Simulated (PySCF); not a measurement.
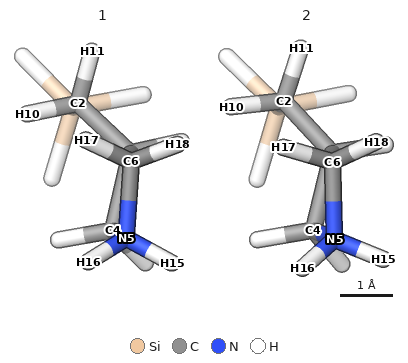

Two geometries of C4H12NSi (charge +1), drawn at one scale. One is the start of a relaxation, the other its converged end. The picture is a stick view, seen from a free direction.

These are results of PySCF, PBE0-D3(BJ)/def2-SVP geometry optimisation, gas phase, not measurements. 

Which geometry has the lower energy?

Structure 2 is the relaxed one. The start comes from GFN2-xTB. The atom that moves furthest after the best rigid fit is an H atom (0.24 Å). Largest moves by element: H 0.24 Å, N 0.08 Å, C 0.07 Å, Si 0.03 Å. Some distances before and after: H–Si 1.453 → 1.487 Å, H–Si 1.467 → 1.497 Å, C–Si 1.928 → 1.906 Å, C–N 1.495 → 1.515 Å. Among the angles between lasting bonds that change: N–C–H 111.6° → 108.7°, H–Si–H 114.3° → 111.5°, N–C–H 111.5° → 108.7°. After 9 geometry steps the energy has fallen by 2.36 kcal/mol. Largest force component: 1 eV/Å at the start, 0.014 eV/Å at the end. The run took of the order of 80 core-seconds on a shared host.
